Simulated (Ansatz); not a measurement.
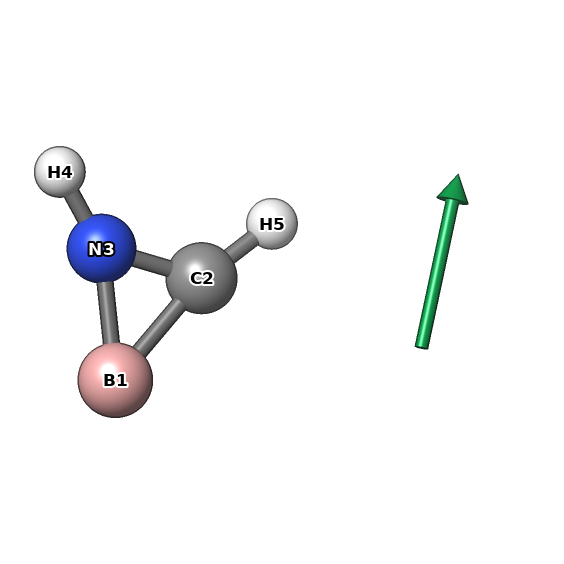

The arrow beside the molecule shows the direction of the dipole moment, from the negative to the positive end (its length means nothing). The computed structure is the end point of a PBE0-D4/def2-TZVP optimisation. No frequency run is at hand to confirm it as a minimum. Method: RKS PBE0-D4/def2-TZVP (Ansatz 0.2.0).

Estimate the dipole moment.

5.91 D; it points from the side of B1 to the side of H4, H5 (the outermost atoms at the two ends).
